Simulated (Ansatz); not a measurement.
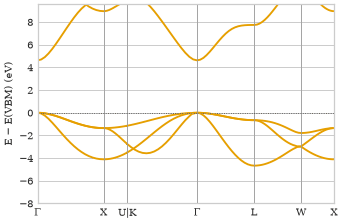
Band structure from plane-wave PAW PBEsol (Ansatz code)

Problem. Read off the gap and where the band edges lie.

Solution. About 4.6 eV (4.62 eV by a search for the band edges); maximum at Γ, minimum at Γ.

The material is MgO (rock salt, Fm-3m).

The PBEsol relaxation kept the symmetry of its start; phonons on a q-mesh show no instability.

Potentials: the later of the program's two PAW sets.
